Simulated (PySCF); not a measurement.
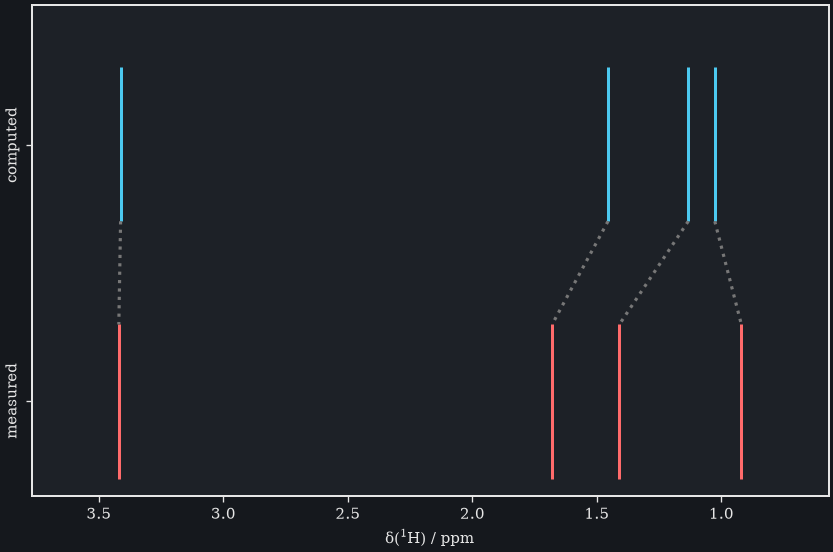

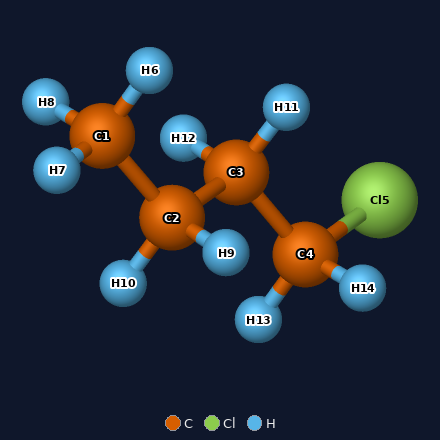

¹H shifts of C₄H₉Cl, SMILES CCCCCl against TMS: GIAO PBE0/pcSseg-1 (IEF-PCM tetrahydrofuran) (PySCF 2.14.0) for one gas-phase conformer (PBE0-D3(BJ)/def2-SVP, like atoms averaged) above, published measurements (solution) below; dotted lines join the same nuclei. Only nuclei with a measured value are shown, one named for each set of like atoms.

Is the order of the signals reproduced?

Yes, no dotted lines cross.

How well does the calculation match?

Mean error −0.10 ppm, mean absolute error 0.15 ppm; the largest is −0.28 ppm, for H on C2.
